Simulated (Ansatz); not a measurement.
# H₂Br (doublet): from Hartree-Fock to the top rungs at distance H1–H2 along a hydrogen transfer = 1.263 Å, 6-31G

Aim: climb from Hartree-Fock through coupled cluster and multireference methods for H₂Br (doublet) at one geometry and basis, and see what each rung misses.

Computed with Ansatz 0.2.0, Gaussian basis. Level: 6-31G, core rule «outside noble gas», up to 14 orbitals frozen.

The runs, in order: UHF; CCSD(T) on ROHF; CCSD(T) on UHF; BCCD(T) on ROHF; CISD; CCSDT(Q) on ROHF; CCSDT(Q) on UHF; CASSCF and MRCISD+Q, 3 electrons in 3 orbitals; CASSCF and NEVPT2, 3 electrons in 3 orbitals; CASSCF and MRCISD+Q, 9 electrons in 6 orbitals; CASSCF and NEVPT4(SD), 9 electrons in 6 orbitals; CASSCF and NEVPT2, 9 electrons in 6 orbitals; Full CI.

8 further runs of the same task are left out: 8 that didn't finish.

### 1 The geometry

The geometry derives from fragments relaxed apart (PBE0/def2-TZVP) and kept rigid, so it is no stationary point. A hydrogen atom is moved between rigid fragments. No spin-orbit coupling is included. The filled d shell of Br may be among the frozen orbitals whatever the setting's name suggests; the logs give the count.

3 atoms, charge 0, spin multiplicity 2.

Atoms are counted from 1 here; the program's logs count them from 0.

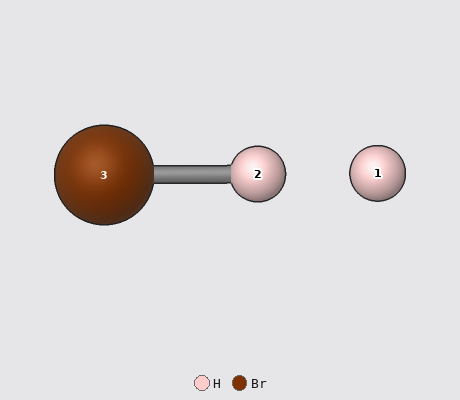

The geometry (hydrogen pink, bromine brown); atoms are numbered from 1 in the order of the file.

As a file:

```xyz
3
BrH2
H     0.0000    0.0000   -1.3807
H     0.0000    0.0000   -0.1177
Br    0.0000    0.0000    1.4983
```

### 2 UHF

Input file in.yaml:

```yaml
crystal:
  periodic: [false, false, false]
  atoms:
    - {symbol: H, position_ang: [0.000000, 0.000000, -1.380667]}
    - {symbol: H, position_ang: [0.000000, 0.000000, -0.117667]}
    - {symbol: Br, position_ang: [0.000000, 0.000000, 1.498333]}
basis:
  gaussian: {orbitals: 6-31G}
magnetization: {spin_polarized: true, initial_magnetization: 1}
hamiltonian: {xc: hf}
output: {orbitals: {seedname: orbitals}}
```

Started as:

```sh
$ ansatz run in.yaml --threads 1 --pin off --events-out ev --progress --plain --max-ram 2393MiB
```

After this run come: CCSD(T) on ROHF; CCSD(T) on UHF; BCCD(T) on ROHF; CISD; CCSDT(Q) on ROHF; CCSDT(Q) on UHF; CASSCF and MRCISD+Q, 3 electrons in 3 orbitals; CASSCF and NEVPT2, 3 electrons in 3 orbitals; CASSCF and MRCISD+Q, 9 electrons in 6 orbitals; CASSCF and NEVPT4(SD), 9 electrons in 6 orbitals; CASSCF and NEVPT2, 9 electrons in 6 orbitals; Full CI.

**Question.** What will the summary of the whole plan be? Wanted: FCI below the RHF energy; RMP2 from FCI; UMP2 from FCI; RCCSD from FCI; RCCSD(T) from FCI; UCCSD(T) from FCI; RCCSDT(Q) from FCI; UCCSDT(Q) from FCI; NEVPT2 pair from FCI.

**Answer**, as computed:

| quantity | value |
| --- | --- |
| FCI below the RHF energy | -1.8684 eV |
| RMP2 from FCI | +434.6 meV |
| UMP2 from FCI | +418.9 meV |
| RCCSD from FCI | +25.7 meV |
| RCCSD(T) from FCI | +5.7 meV |
| UCCSD(T) from FCI | +5.1 meV |
| RCCSDT(Q) from FCI | +0.2 meV |
| UCCSDT(Q) from FCI | 0.0 meV |
| NEVPT2 pair from FCI | +165.1 meV |
| MRCISD+Q pair from FCI | +15.0 meV |
| NEVPT2 valence from FCI | +249.7 meV |
| levels within 1 kcal/mol (43 meV) | RCCSD, UCCSD, RCCSD(T), UCCSD(T), BCCD(T), RCCSDT, UCCSDT, RCCSDT(Q), UCCSDT(Q), MRCISD pair, MRCISD+Q pair, NEVPT4(SD) valence, MRCISD valence, MRCISD+Q valence |
| T1 diagnostic | 0.030 |
| effectively unpaired electrons | 1.03 |

What this shows: RCCSD(T) misses by +5.7 meV, 0.3 % of the correlation energy. One determinant dominates. Of the multireference levels listed MRCISD+Q valence comes nearest in total energy (+13.2 meV), which doesn't show that its space is the better one. These misses are within one basis, not against nature; the frozen cores of restricted and unrestricted runs differ, which can shift their rows.
